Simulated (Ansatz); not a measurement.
**CH7NSi···H2: density, localisation and related maps**

Input

```
crystal:
  periodic: [false, false, false]
  atoms:
    - {symbol: Si, position_ang: [-0.778537, -0.692064, -0.313158]}
    - {symbol: N, position_ang: [0.230126, -0.970689, 1.060555]}
    - {symbol: H, position_ang: [-1.141184, -1.926278, -1.077700]}
    - {symbol: H, position_ang: [-2.045416, -0.117005, 0.214865]}
    - {symbol: C, position_ang: [0.079941, 0.480974, -1.479266]}
    - {symbol: H, position_ang: [0.863778, 1.532142, 1.880143]}
    - {symbol: H, position_ang: [1.037356, 2.234526, 2.073986]}
    - {symbol: H, position_ang: [-0.181452, -1.364363, 1.892206]}
    - {symbol: H, position_ang: [1.157501, -1.342429, 0.924042]}
    - {symbol: H, position_ang: [0.295507, 1.431585, -0.987076]}
    - {symbol: H, position_ang: [1.024546, 0.057768, -1.832134]}
    - {symbol: H, position_ang: [-0.542165, 0.675933, -2.356462]}
basis:
  gaussian: {orbitals: def2-TZVPP}
hamiltonian: {xc: pbe0, dispersion: d4}
output: {orbitals: {seedname: orbitals}}
```

Launched as:

```sh
ansatz run in.yaml --threads 4 --pin off --events-out ev --progress --plain --max-ram 9574MiB
```

The reactant side of a reaction path; geometry: PBE0-D4/def2-TZVP.

Level of theory: RKS PBE0-D4/def2-TZVPP (Ansatz).

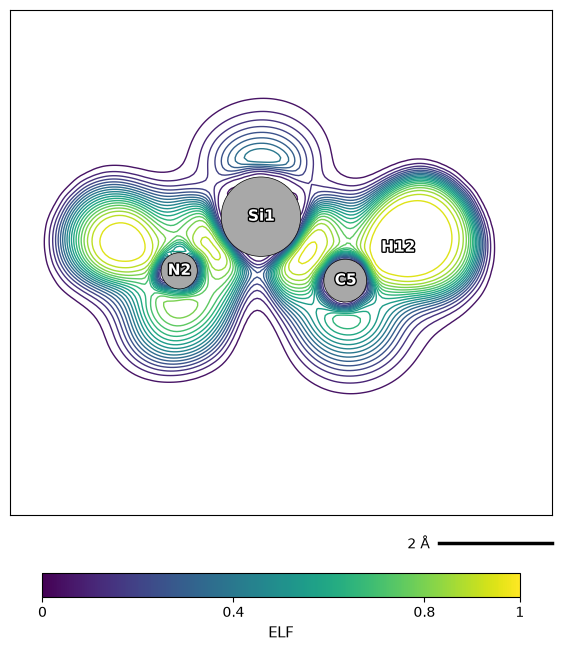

Figure 1. ELF on the plane of atoms N2, Si1 and C5. Grey discs cover the atomic cores.

Q: Interpret the plot.

A: The section cuts through Si, N, C and H sites. Si–N (1.73 Å): the ELF peaks at about 0.90 between the atoms: a polar covalent bond. C–Si (1.86 Å): the ELF peaks at about 0.95 between the atoms; a shared electron pair. C–H (1.09 Å): the ELF climbs to about 1 towards the hydrogen, as it does in any bond to H: an ordinary covalent bond to hydrogen.

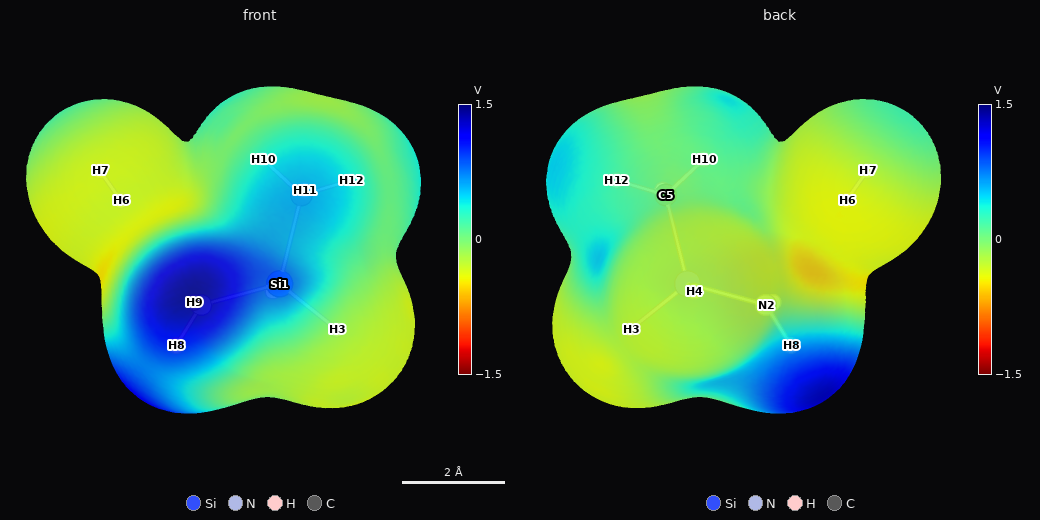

Figure 2. The molecular electrostatic potential painted on the density surface at 0.001 e/bohr³, seen from the front and from behind; the colour scale runs from red (negative) to blue (positive).

Q: Describe the electrostatic potential map.

A: The most negative region (about −0.5 V) lies over the gap between the two molecules, near Si1, N2 and H6, the most positive (about +1.3 V) over H8 and H9.

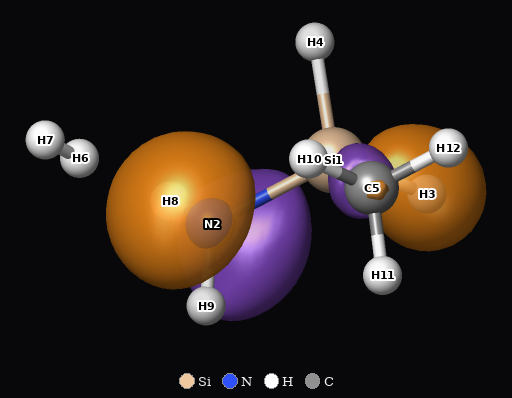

Figure 3. The HOMO at ±0.15 Å⁻³ᐟ² (orange and purple are the two phases), seen from one side.

Q: Where does this orbital lie, and at what energy?

A: By Hirshfeld shares it lies mainly on N2 (about 55 %), Si1 (about 15 %) and H3 (about 10 %). Its energy is −7.33 eV.
